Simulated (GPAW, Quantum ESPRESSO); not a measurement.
The N K edge of atom 3 in Ta2N (P-3m1), with 6 Ta at 2.18 Å (octahedral, site symmetry -3m), was computed in 2 ways: excited-electron core hole (neutral cell) and no core hole. Program and functional: Quantum ESPRESSO XSpectra, LDA, without spin-orbit coupling, Lorentzian half width 0.3 eV up to 4 eV, rising linearly to 2.5 eV at 25 eV; cells of 3 and 24 atoms (the run without a hole in the smaller).

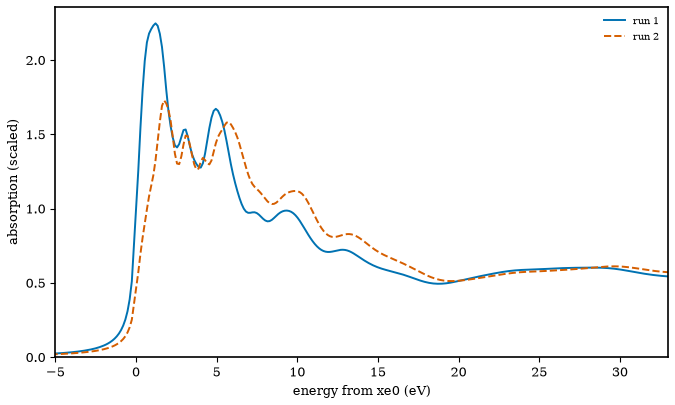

Each run is counted from its own lowest empty level or Fermi level and scaled to a mean of 1 over its first 20 eV.

Q: Which run is which?

Run 1: excited-electron core hole (neutral cell) (area from −2 to 6 eV 10.3, main maxima 1.2 eV (2.25), 3.1 eV (1.53), 5.0 eV (1.67) and 9.4 eV (0.99)). Run 2: no core hole (area from −2 to 6 eV 8.3, main maxima 1.7 eV (1.73), 3.1 eV (1.49), 4.2 eV (1.34) and 5.8 eV (1.58)). With each curve scaled to its own mean, the area from −2 to 6 eV with the hole is 10.3 against 8.3, and the centre of weight from −1 to 20 eV moves by -0.9 eV: the hole pulls the absorber's empty states down.

[Hosts, paths, dates, database ids (printed as entryN), source tags and the programs' standing remarks are cut or masked in the printed files.]

[Lists of maxima count a maximum above −3 eV only where it reaches 4 % of the highest in the window and stands out from its surroundings by 2 % of it (1.5 % where it reaches 55 %); shoulders and weaker maxima are passed over, and of the rest the first, up to two pre-edge ones and the few strongest are named.]
